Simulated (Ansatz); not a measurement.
**SnSiH4ClF (SMILES [F][SnH]([SiH3])[Cl]) at RPA@PBE/def2-SVP (core potential)**

Aim: the vertical ionisation energy of SnSiH4ClF at RPA@PBE/def2-SVP (core potential), from 2 runs. 

Program for the calculation: Ansatz 0.2.0.

104 further runs of the same task are left out: 6 that didn't finish, 98 set aside as unsound or not needed. Runs told in other sessions of the task aren't counted.

### 1 The system as given

SnSiH4ClF: 8 atoms, total charge 0, spin state singlet. SMILES: `[F][SnH]([SiH3])[Cl]`. The shape is that of a PBE0-D4/def2-TZVP optimisation.

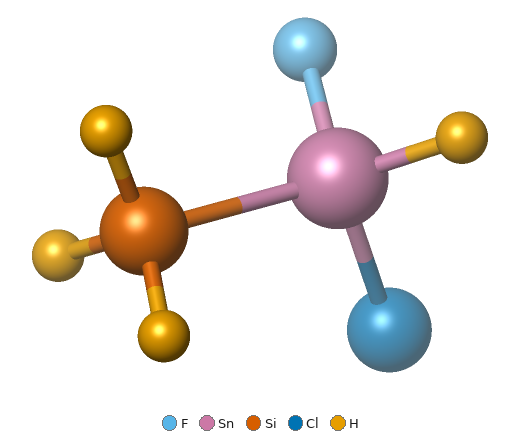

The structure, seen from a chosen angle (fluorine blue, tin pink, silicon orange, chlorine blue, hydrogen amber).

### 2 The energy at RPA@PBE/def2-SVP (core potential)

run.yaml

```yaml
crystal:
  periodic: [false, false, false]
  atoms:
    - {symbol: F, position_ang: [-2.164400, 1.207300, 0.065000]}
    - {symbol: Sn, position_ang: [-0.491100, 0.743900, -0.760400]}
    - {symbol: Si, position_ang: [0.772400, -0.710700, 0.928600]}
    - {symbol: Cl, position_ang: [-1.103700, -0.588800, -2.566200]}
    - {symbol: H, position_ang: [0.081000, 2.212200, -1.406000]}
    - {symbol: H, position_ang: [1.077500, 0.107800, 2.127500]}
    - {symbol: H, position_ang: [2.025400, -1.174900, 0.284900]}
    - {symbol: H, position_ang: [-0.104900, -1.854000, 1.270900]}
basis:
  gaussian:
    orbitals: def2-SVP
hamiltonian:
  xc: pbe
correlation:
  method: rpa
  frozen_orbitals: {Cl: 5, F: 1, H: 0, Si: 5, Sn: 4}
accuracy: high
```

Run with:

```bash
$ ansatz run run.yaml --threads 1 --pin off --max-ram 3480MiB --events-out events.jsonl --progress --plain --runs-dir runs
```

Output:

```text
Warning: RAYON_NUM_THREADS=1 ignored (pool sized by the plan → 1); use --threads N
Functional definition: PBE
  name "PBE"
  parameter kappa = 0.804
  parameter beta = 0.06672455060314922
  exchange = pbe_x(kappa = kappa, mu = beta*pi^2/3)
  correlation = pbe_c(beta = beta)
2115 factors; integrals over basis functions are off by at most 7.7e-9 eV
mean field evaluation 1: about -28991.4878 eV, gradient 4.0e1 eV
mean field evaluation 2: about -28991.4793 eV, gradient 4.0e1 eV
mean field evaluation 4: about -28994.1113 eV, gradient 1.3e1 eV
mean field evaluation 8: about -28994.6259 eV, gradient 5.1e-1 eV
mean field evaluation 16: about -28994.6249 eV, gradient 8.1e-5 eV
mean field -28994.62494950 eV, -1065.5328136314 hartree, gradient 3.2e-8 eV, S^2 0.000000; 0 other end points of the search recorded, 0 dependent functions left out
15 core orbitals not correlated: weight in the atoms' cores, before any rotation towards them, 1.000 or more for the frozen orbitals, at most 0.000 for the correlated occupied ones
reference -28932.22273713 eV, -1063.2395746248 hartree; 18, 18 occupied and 63, 63 virtual orbitals, 2115 factors
Total energy: -28956.45344161 eV, -1064.1300365900 hartree
```

Run time: 28 s. Hardware: 1 thread of Arm Neoverse N1, shared host; peak memory 0.45 GiB.

### 3 The doublet cation

job.yaml

```yaml
basis:
  gaussian:
    orbitals: def2-SVP
crystal:
  periodic: [false, false, false]
  atoms:
    - symbol: F
      position_ang: [-2.164400, 1.207300, 0.065000]
    - symbol: Sn
      position_ang: [-0.491100, 0.743900, -0.760400]
    - symbol: Si
      position_ang: [0.772400, -0.710700, 0.928600]
    - symbol: Cl
      position_ang: [-1.103700, -0.588800, -2.566200]
    - symbol: H
      position_ang: [0.081000, 2.212200, -1.406000]
    - symbol: H
      position_ang: [1.077500, 0.107800, 2.127500]
    - symbol: H
      position_ang: [2.025400, -1.174900, 0.284900]
    - symbol: H
      position_ang: [-0.104900, -1.854000, 1.270900]
total_charge: 1
magnetization:
  spin_polarized: true
  initial_magnetization: 1
hamiltonian:
  xc: {name: PBE}
correlation:
  method: rpa
  frozen_orbitals: {Cl: 5, F: 1, H: 0, Si: 5, Sn: 4}
accuracy: high
```

Run with:

```bash
$ ansatz run job.yaml --threads 1 --pin off --max-ram 3480MiB --events-out events.jsonl --progress --plain --runs-dir runs
```

Output (excerpt; [...] marks lines left out):

```text
Warning: RAYON_NUM_THREADS=1 ignored (pool sized by the plan → 1); use --threads N
[... 2 set-up lines as earlier in the session ...]
[...]
2116 factors; integrals over basis functions are off by at most 7.7e-9 eV
[...]
mean field -28984.78096489 eV, -1065.1710538697 hartree, gradient 5.9e-8 eV, S^2 0.752526; 8 other end points of the search recorded, 0 dependent functions left out
15 core orbitals not correlated: weight in the atoms' cores, before any rotation towards them, 1.000 or more for the frozen orbitals, at most 0.000 for the correlated occupied ones
reference -28921.44863260 eV, -1062.8436335862 hartree; 18, 17 occupied and 63, 64 virtual orbitals, 2116 factors
Total energy: -28946.41816760 eV, -1063.7612470725 hartree
```

Run time: 63 s. Hardware: 1 thread of Arm Neoverse N1, shared host; peak memory 0.53 GiB.

### 4 Results

Level: RPA@PBE/def2-SVP (core potential), 15 core orbitals frozen.

| quantity | value |
| --- | --- |
| singlet SnSiH4ClF: total energy | -1064.13004 Eh |
| singlet SnSiH4ClF: RPA correlation energy (valence) | -890.5 mEh |
| doublet cation: total energy | -1063.76125 Eh |
| doublet cation: RPA correlation energy (valence) | -917.6 mEh |
| doublet cation: ⟨S²⟩ of the reference determinant | 0.753 |
| vertical ionisation energy (to the doublet cation) | 10.035 eV |

**Reading.** Removing an electron at fixed nuclei costs 10.04 eV (968 kJ/mol).
